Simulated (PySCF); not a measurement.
Vertical excitations of a molecule C4H6Si from TDA-PBE0/def2-SVPD in PySCF, as energy in eV (oscillator strength): 4.68 (0.084), 5.66 (0.000), 6.00 (0.007), 6.36 (0.055), 6.40 (0.008), 6.41 (0.000), 7.23 (0.000), 7.28 (0.000), 7.41 (0.137), 7.51 (0.035). Lowest triplet (TDA): 2.60 eV. Geometry: TPSSh-D3(BJ)/def2-SVP. One conformer was computed; it need not be the lowest.

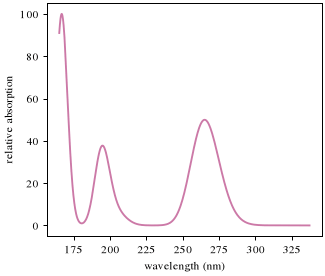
The lines broadened by 0.4 eV.

### Question
Which molecule gave these data?
(A) C#C[SiH2]C=C
(B) C1=C[SiH2]C=C1
(C) C#CC(=C)[SiH3]
(D) C#C/C=C/[SiH3]

### Answer
B, C1=C[SiH2]C=C1
